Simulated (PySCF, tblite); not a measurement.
**Si3BH7 (triplet), a small gas-phase stand-in for a defect centre: EPR parameters**

Wanted: the EPR parameters for `[SiH3]B[Si][SiH3]`. It is drawn as: twofold Si.

Programs: tblite 0.8.0 and PySCF 2.14.0. All values are calculated, for the isolated system unless a continuum is named. Atoms count from 0, parts from 1.

## Step 1: Starting point

11 atoms, charge 0, multiplicity 3; geometry: distance geometry start.

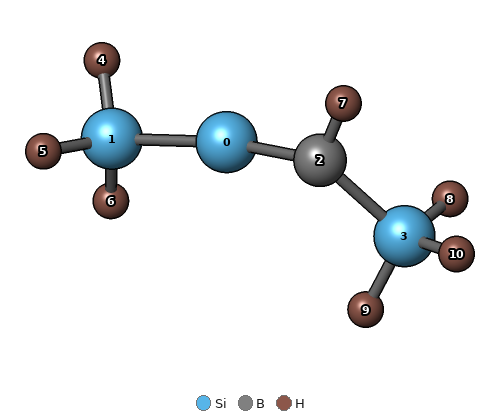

The starting geometry (silicon blue, boron grey, hydrogen brown), atoms numbered.

## Step 2: Relaxing the cluster with GFN2-xTB

Job settings and geometry (Å):

```
{"job": {"kind": "relax", "xc": "GFN2-xTB", "basis": "xTB"}, "charge": 0, "multiplicity": 3}
Si    -0.551140     0.593170    -0.624983
Si    -0.984171    -0.877701    -2.199091
B     -0.182128     1.646148     0.986017
Si     1.690549     1.896866     1.463781
H     -1.534428    -0.229291    -3.346843
H     -1.958248    -1.823174    -1.710279
H      0.198084    -1.582336    -2.587346
H     -0.869741     2.555846     1.164978
H      2.293124     2.802337     0.545352
H      2.356277     0.627991     1.409559
H      1.754559     2.425378     2.754632
```

With the program's defaults for keys left out, this is: GFN2-xTB geometry optimisation, gas phase.

The run is started by

```bash
> OMP_NUM_THREADS=1 python cluster_run.py task.json out
```

The driver reads the jobs from task.json and runs them one after another.

Standard output:

```text
step      E/eV     max force
  0    -267.89430    2.356
  1    -268.10067    0.940
  2    -268.19236    0.824
  3    -268.22857    0.717
  4    -268.28285    0.530
  5    -268.32385    0.555
  6    -268.36483    0.497
  7    -268.39083    0.454
  8    -268.41077    0.406
  9    -268.42774    0.511
 10    -268.45268    0.492
 11    -268.46714    0.299
 12    -268.47455    0.240
 13    -268.47898    0.195
 14    -268.48317    0.242
 15    -268.48737    0.199
 16    -268.49040    0.175
 17    -268.49247    0.134
 18    -268.49419    0.132
 19    -268.49610    0.174
 20    -268.49850    0.167
 21    -268.50077    0.143
 22    -268.50226    0.103
 23    -268.50314    0.078
 24    -268.50389    0.073
 25    -268.50458    0.073
 26    -268.50525    0.091
 27    -268.50608    0.094
 28    -268.50729    0.104
 29    -268.50881    0.126
 30    -268.51011    0.090
 31    -268.51084    0.070
 32    -268.51125    0.073
 33    -268.51182    0.100
 34    -268.51307    0.161
 35    -268.51568    0.223
 36    -268.52025    0.253
 37    -268.52465    0.198
 38    -268.52704    0.116
 39    -268.52839    0.114
 40    -268.52954    0.129
 41    -268.53226    0.165
 42    -268.53531    0.179
 43    -268.53785    0.116
 44    -268.53910    0.074
 45    -268.53965    0.072
 46    -268.54019    0.096
 47    -268.54104    0.091
 48    -268.54216    0.083
 49    -268.54281    0.051
 50    -268.54337    0.062
 51    -268.54392    0.061
 52    -268.54438    0.056
 53    -268.54464    0.049
 54    -268.54490    0.040
 55    -268.54518    0.053
 56    -268.54546    0.059
 57    -268.54564    0.041
 58    -268.54572    0.022
 59    -268.54575    0.016
 60    -268.54577    0.014
 61    -268.54581    0.022
 62    -268.54586    0.024
 63    -268.54591    0.017
 64    -268.54594    0.010
 65    -268.54595    0.010
 66    -268.54597    0.012
 67    -268.54600    0.017
 68    -268.54605    0.021
 69    -268.54611    0.019
 70    -268.54615    0.011
 71    -268.54617    0.007
```

It took 1.9 s on 1 thread of Arm Neoverse V1, shared host.

Step by step:

```
step  energy from step 0 (eV)  largest force (eV/Å)
   0                   0.0000                2.3557
   3                  -0.3343                0.7171
   6                  -0.4705                0.4969
   9                  -0.5334                0.5106
  12                  -0.5803                0.2406
  15                  -0.5931                0.1994
  18                  -0.5999                0.1319
  21                  -0.6065                0.1427
  24                  -0.6096                0.0735
  27                  -0.6118                0.0937
  30                  -0.6158                0.0902
  33                  -0.6175                0.1005
  36                  -0.6259                0.2524
  39                  -0.6341                0.1137
  42                  -0.6410                0.1785
  45                  -0.6454                0.0718
  48                  -0.6479                0.0825
  51                  -0.6496                0.0613
  54                  -0.6506                0.0400
  57                  -0.6513                0.0409
  60                  -0.6515                0.0141
  63                  -0.6516                0.0172
  66                  -0.6517                0.0118
  69                  -0.6518                0.0193
  71                  -0.6519                0.0073
```

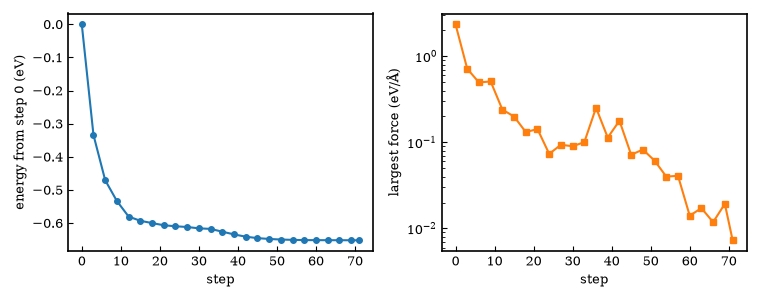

Energy and force, step by step.

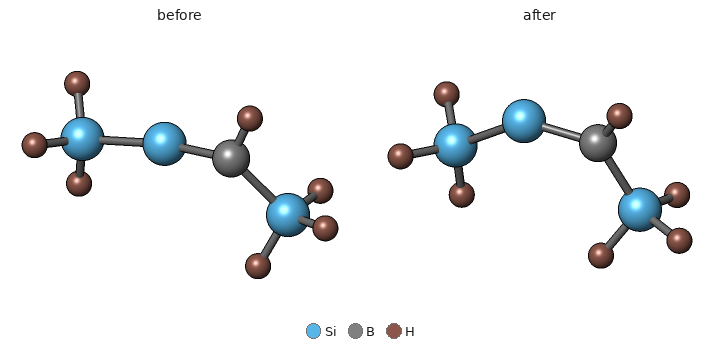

The geometry before (left) and after (right).

Close pairs (by a distance rule), those that changed most:

```csv
bond,before (Å),after (Å),change (Å)
Si0–Si1,2.197,2.287,+0.090
Si3–H10,1.396,1.475,+0.079
Si0–B2,1.960,1.901,-0.059
Si3–H8,1.424,1.480,+0.057
Si3–H9,1.434,1.482,+0.048
Si1–H4,1.428,1.476,+0.048
Si1–H6,1.430,1.475,+0.045
Si1–H5,1.443,1.476,+0.033
```

## Step 3: Geometry optimisation at PBE0-D3(BJ)/def2-SVP

Job settings and geometry (Å):

```
{"job": {"xc": "PBE0", "basis": "def2-SVP", "d3": "d3bj", "grid": 2, "kind": "geom", "shake": 0.01}, "charge": 0, "multiplicity": 3}
Si    -1.400478     0.099210    -0.255378
Si    -1.012056    -1.515489    -1.805640
B     -0.600267     1.195827     1.056437
Si     1.377322     1.034026     1.419101
H     -1.416938    -0.995607    -3.133075
H     -1.885256    -2.652020    -1.489442
H      0.336799    -2.102491    -2.024929
H     -1.199427     1.996921     1.660189
H      2.192090     1.897944     0.588312
H      1.868115    -0.334805     1.191373
H      1.772782     1.347984     2.803352
```

Standard output:

```text
step   0  E = -896.72137772  max force = 0.025103
step   1  E = -896.72821598  max force = 0.009422
step   2  E = -896.72979935  max force = 0.005387
step   3  E = -896.73089287  max force = 0.001466
step   4  E = -896.73107397  max force = 0.001356
step   5  E = -896.73114719  max force = 0.000787
step   6  E = -896.73116391  max force = 0.000362
step   7  E = -896.73117520  max force = 0.000375
optimisation converged
```

Run time: 72 s. Hardware: 1 thread of Arm Neoverse V1, shared host; peak memory 0.54 GiB.

Relaxation path:

```
step  energy from step 0 (eV)  largest force component (eV/Å)
   0                   0.0000                          1.2908
   1                  -0.1861                          0.4845
   2                  -0.2292                          0.2770
   3                  -0.2589                          0.0754
   4                  -0.2638                          0.0697
   5                  -0.2658                          0.0405
   6                  -0.2663                          0.0186
   7                  -0.2666                          0.0193
```

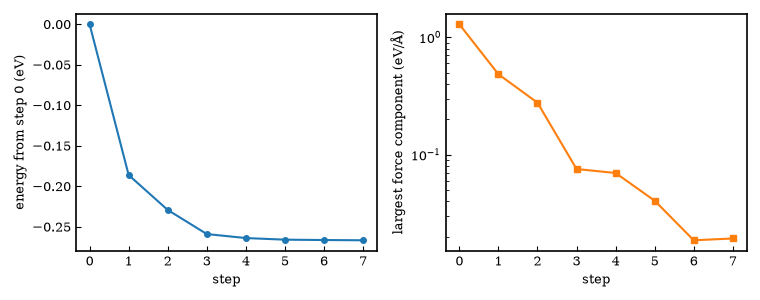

Energy and largest force along the relaxation.

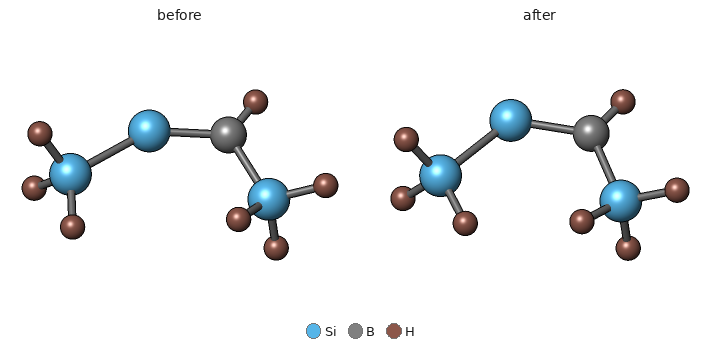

The geometry before (left) and after (right).

Close pairs (by a distance rule), those that changed most:

```
   bond  before (Å)  after (Å)  change (Å)
Si0–Si1       2.272      2.349      +0.078
 Si3–H8       1.449      1.502      +0.052
 Si0–B2       1.888      1.939      +0.051
  B2–H7       1.168      1.208      +0.040
 Si1–H5       1.468      1.495      +0.027
 Si3–H9       1.472      1.498      +0.026
Si3–H10       1.473      1.498      +0.025
 Si1–H4       1.482      1.495      +0.013
```

The final coordinates are the input of the step that follows.

| at the end point | value |
| --- | --- |
| point group (found at 0.08 Å tolerance) | C1 |
| rotational constants (GHz, main isotopes) | 5.206, 1.474, 1.180 |
| dipole moment (D) | 1.13 |
| ⟨S²⟩ | 2.005 |

## Step 4: g tensor and hyperfine couplings: B3LYP/IGLO-III+pcH-1

Job settings and geometry (Å):

```
{"job": {"kind": "epr"}, "charge": 0, "multiplicity": 3}
Si    -1.712478     0.257742    -0.236727
Si    -0.928670    -1.430823    -1.670042
B     -0.662705     1.233868     1.069412
Si     1.308733     0.857819     1.246505
H     -1.132226    -0.995650    -3.085861
H     -1.721205    -2.676566    -1.435997
H      0.522494    -1.713778    -1.442814
H     -1.189648     2.090207     1.739590
H      2.054178     1.827309     0.375150
H      1.691711    -0.520023     0.801816
H      1.802502     1.041399     2.649283
```

With the program's defaults for keys left out, this is: UKS B3LYP, IGLO-III on B Si, pcH-1 on H, non-relativistic, mean-field spin-orbit, GIAO.

Standard output:

```text
UKS, coarse grid
  cycle   1  E = -897.48602817  |g| = 2.58e-01
  cycle   2  E = -897.42249696  |g| = 3.61e-01
  cycle   3  E = -897.52402545  |g| = 6.48e-02
  cycle   4  E = -897.52718320  |g| = 1.39e-02
  cycle   5  E = -897.52735956  |g| = 4.89e-03
  cycle   6  E = -897.52738684  |g| = 1.91e-03
  cycle   7  E = -897.52739529  |g| = 7.87e-04
UKS, final grid
  cycle   1  E = -897.52737708  |g| = 7.24e-04
  cycle   2  E = -897.52737710  |g| = 8.38e-04
  cycle   3  E = -897.52737759  |g| = 1.27e-04
  cycle   4  E = -897.52737762  |g| = 9.30e-05
  cycle   5  E = -897.52737763  |g| = 2.39e-05
  cycle   6  E = -897.52737763  |g| = 2.90e-06
E = -897.52737763 Eh   <S^2> = 2.0038 (exact 2.0000)
g shifts (ppm)      1          2          3
  rmc          -115       -115       -115
  gc             28         17         49
  oz_so       -2514       1151       2694
  total       -2601       1053       2628
hyperfine (MHz)  atom isotope    a_iso     a_fc   dipolar eigenvalues
    0  29Si    -194.53    -195.59    -44.35    -28.12     72.47
    1  29Si     -33.29     -33.34    -10.18      4.52      5.66
    2   11B      14.81      14.90    -10.25      0.58      9.67
    3  29Si     -25.24     -25.27     -6.67      2.96      3.71
    4    1H       9.60       9.60     -1.96     -1.12      3.08
    5    1H       9.96       9.96     -1.94     -1.15      3.09
    6    1H      35.19      35.19     -2.01     -0.62      2.64
    7    1H      -4.34      -4.32     -4.68     -2.52      7.20
    8    1H      20.80      20.80     -1.48     -0.73      2.21
    9    1H       1.58       1.58     -1.70     -0.90      2.60
   10    1H      17.69      17.69     -1.25     -0.68      1.93
zero-field splitting (cm-1)  D = 1.1563  E = 0.0017  (spin-spin 0.1158, spin-orbit 1.0467)
```

It took 69 s on 1 thread of Arm Neoverse V1, shared host; peak memory 0.91 GiB.

Principal g values 1.99972, 2.00337, 2.00495; g(iso) = 2.00268, against 2.00232 for a free electron.

Hyperfine couplings, nucleus by nucleus at this fixed geometry (no averaging over rotations):

```csv
nuclei,isotope,a(iso) (MHz),"a(iso) (G, at g = 2.0023)",largest dipolar term (MHz)
Si0,29Si,-194.5,-69.4,72.5
H6,1H,35.2,12.6,2.6
Si1,29Si,-33.3,-11.9,-10.2
Si3,29Si,-25.2,-9.0,-6.7
H8,1H,20.8,7.4,2.2
H10,1H,17.7,6.3,1.9
B2,11B,14.8,5.3,-10.2
H5,1H,10.0,3.6,3.1
H4,1H,9.6,3.4,3.1
H7,1H,-4.3,-1.5,7.2
H9,1H,1.6,0.6,2.6
```

Zero-field splitting: D = 1.156 cm⁻¹ (spin-spin 0.116, spin-orbit 1.047), E = 0.002 cm⁻¹.

Mulliken spin populations:

| atom | value (e) |
| --- | --- |
| Si0 | 1.48 |
| Si1 | 0.05 |
| B2 | 0.37 |
| Si3 | 0.02 |
| H4 | 0.01 |
| H5 | 0.01 |
| H6 | 0.04 |
| H7 | -0.01 |
| H8 | 0.02 |
| H9 | 0.00 |
| H10 | 0.02 |

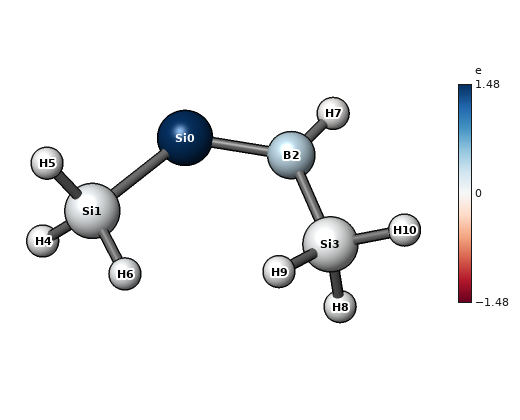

Mulliken spin populations, as colours on the atoms.

The fields below are evaluated on a grid from the run's orbitals.

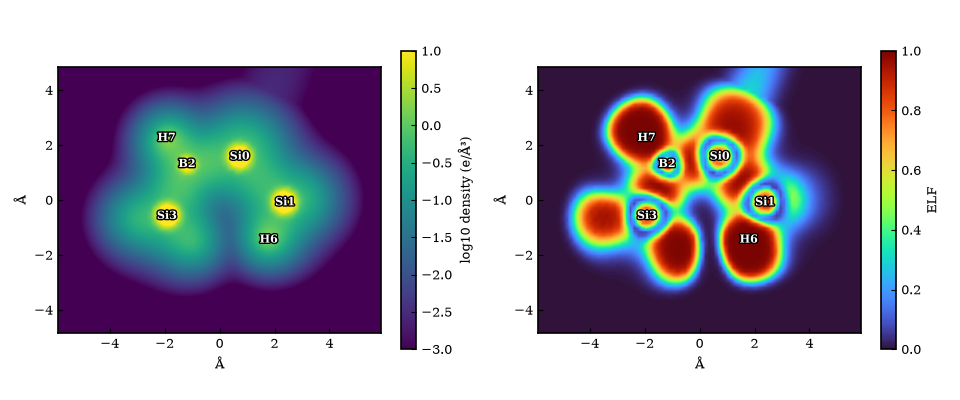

Density (left) and ELF (right) in a plane through or near 6 of the atoms.

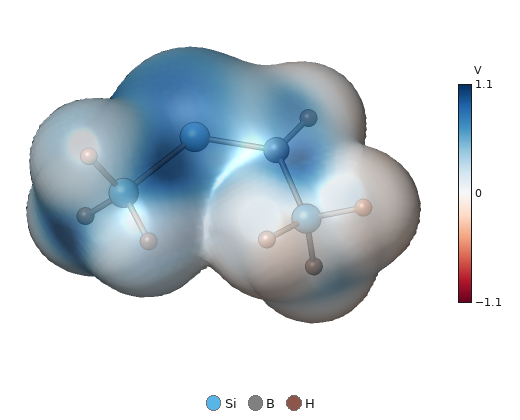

Electrostatic potential on the surface of density 0.002 e/bohr³; red is low, blue high. It runs from -0.18 to 1.10 V.

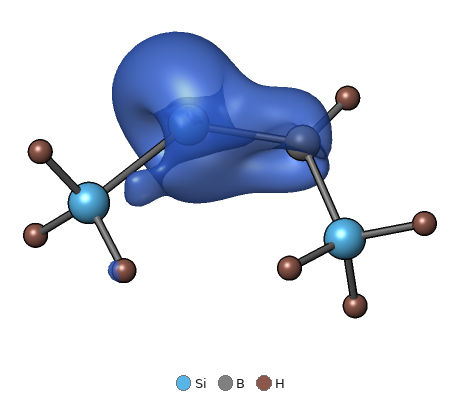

Spin density at ±0.05 e/Å³ (alpha excess blue, beta excess red).

## Step 5: EPR parameters: BHandHLYP/IGLO-III+pcH-1

Same as in step 4 but for these lines:

```diff
@@ -1,2 +1,2 @@
-{"job": {"kind": "epr"}, "charge": 0, "multiplicity": 3}
+{"job": {"kind": "epr", "xc": "BHandHLYP"}, "charge": 0, "multiplicity": 3}
 Si    -1.712478     0.257742    -0.236727
```

Level: UKS BHandHLYP, IGLO-III on B Si, pcH-1 on H, non-relativistic, mean-field spin-orbit, GIAO.

Standard output:

```text
UKS, coarse grid
  cycle   1  E = -897.39726224  |g| = 2.02e-01
  cycle   2  E = -897.41768466  |g| = 1.40e-01
  cycle   3  E = -897.43044405  |g| = 3.81e-02
  cycle   4  E = -897.43209096  |g| = 1.34e-02
  cycle   5  E = -897.43238279  |g| = 4.58e-03
  cycle   6  E = -897.43247638  |g| = 2.52e-03
  cycle   7  E = -897.43250350  |g| = 1.02e-03
  cycle   8  E = -897.43250814  |g| = 2.92e-04
UKS, final grid
  cycle   1  E = -897.43249476  |g| = 1.85e-04
  cycle   2  E = -897.43249486  |g| = 1.09e-04
  cycle   3  E = -897.43249489  |g| = 7.43e-05
  cycle   4  E = -897.43249491  |g| = 2.20e-05
  cycle   5  E = -897.43249492  |g| = 8.78e-06
E = -897.43249492 Eh   <S^2> = 2.0057 (exact 2.0000)
g shifts (ppm)      1          2          3
  rmc          -115       -115       -115
  gc             28         17         47
  oz_so       -2439       1103       2539
  total       -2526       1004       2471
hyperfine (MHz)  atom isotope    a_iso     a_fc   dipolar eigenvalues
    0  29Si    -223.94    -225.01    -45.08    -30.86     75.94
    1  29Si     -34.92     -34.97    -10.65      4.56      6.09
    2   11B      13.88      13.97     -8.79      1.10      7.68
    3  29Si     -23.82     -23.84     -5.85      2.49      3.36
    4    1H       9.09       9.09     -1.97     -1.18      3.15
    5    1H       9.26       9.27     -1.95     -1.20      3.15
    6    1H      34.51      34.51     -1.97     -0.70      2.67
    7    1H      -4.05      -4.02     -4.37     -2.38      6.75
    8    1H      16.87      16.87     -1.38     -0.77      2.15
    9    1H       1.03       1.03     -1.63     -0.97      2.59
   10    1H      15.31      15.31     -1.13     -0.68      1.81
zero-field splitting (cm-1)  D = 1.1178  E = 0.0035  (spin-spin 0.1217, spin-orbit 1.0013)
```

It took 72 s on 1 thread of Arm Neoverse V1, shared host; peak memory 0.88 GiB.

In short: g(iso) 2.00264.

## Step 6: Run by run: EPR parameters

g, ⟨S²⟩ and isotropic hyperfine couplings (MHz), with basis size and wall time:

```csv
run,g(iso),⟨S²⟩,29Si Si0,1H H6,29Si Si1,29Si Si3,1H H8,functions,time
B3LYP/IGLO-III+pcH-1,2.00268,2.004,-194.5,35.2,-33.3,-25.2,20.8,237,69 s
BHandHLYP/IGLO-III+pcH-1,2.00264,2.006,-223.9,34.5,-34.9,-23.8,16.9,237,72 s
```

## Step 7: What came out

| quantity | value |
| --- | --- |
| point group | C1 |
| rotational constants (main isotopes) | 5.21, 1.47, 1.18 GHz |
| D, E (B3LYP) | 1.156, 0.002 cm⁻¹ |
| g(iso) (B3LYP) | 2.00268 |
| ⟨S²⟩ | 2.004 (exact 2.00) |
| largest a(iso) | 29Si on Si0, -194.5 MHz |
| potential on the surface of density 0.002 e/bohr³, 1st and 99th percentile | -0.18 V and 1.10 V |

In words: The start of the PBE0/def2-SVP relaxation was shaken at random by about 0.01 Å, so part of the energy gained, and of the first lengths quoted, undoes that. The optimisation took 7 steps and gained 0.267 eV; among the close pairs (by a distance rule), Si0–Si1 changed most, from 2.272 to 2.349 Å (PBE0/def2-SVP). Si0 carries the largest spin population, 1.48 e. The isotropic g lies 0.4 ppt above the free-electron value. The coupling of 29Si on Si0 runs from -223.9 (BHandHLYP/IGLO-III+pcH-1) to -194.5 MHz (B3LYP/IGLO-III+pcH-1). The triplet was assumed; the singlet may lie lower. A capped cluster stands for the solid here, so long-range fields and strain are missing, and bands or shifts of the capping hydrogens have no counterpart in it.
